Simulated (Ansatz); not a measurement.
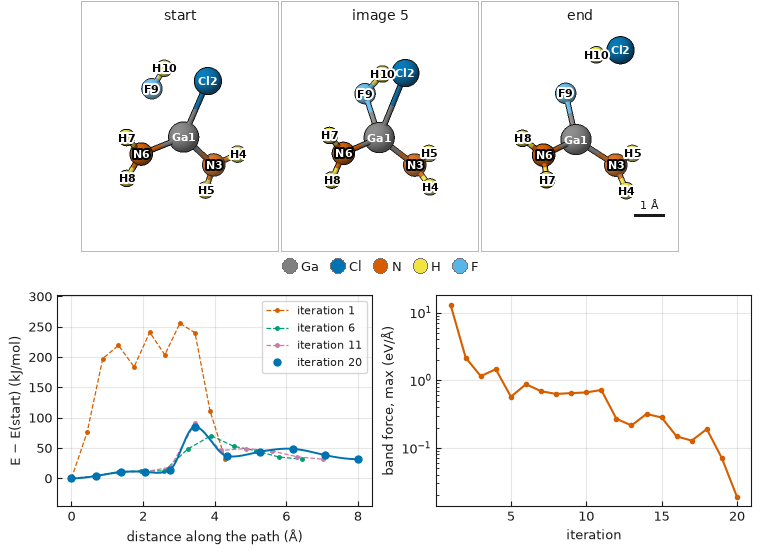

A nudged-elastic-band calculation for GaN2H5ClF, made up at the start of GaN2H4Cl and HF. Images are numbered from 0 (start) to 10 (end). The plot follows the band through its iterations. Style: ball-and-stick. Shown from a free direction.

The calculation used Ansatz 0.2.0, RHF/def2-SVP. Run with 9 movable images; climbing image; force threshold 0.05 eV/Å; iteration limit 60; starting path through a guess of the saddle point.

Judge this run.

Answer. The run is converged, with reservations. The band converged in 20 iterations. The largest component of the band force went from 13 to 0.019 eV/Å. The climbing image converged on the top of the path. Its vibrational analysis gives one imaginary mode (1106i cm⁻¹), as a transition state must have. The first iteration put the highest image at 255.9 kJ/mol. The energy climbs by 85.2 kJ/mol to image 5 and then falls by 53.5 kJ/mol, so the end point sits at +31.7 kJ/mol. The profile has 2 maxima (images 5, 8) with a dip at image 6 (+36.6 kJ/mol), so the process runs in steps.

Limits of the set-up: the start holds two separate molecules, 2.5 Å apart at their closest, whose relative position is a soft coordinate and is computed without a dispersion correction; Hartree-Fock leaves out electron correlation.
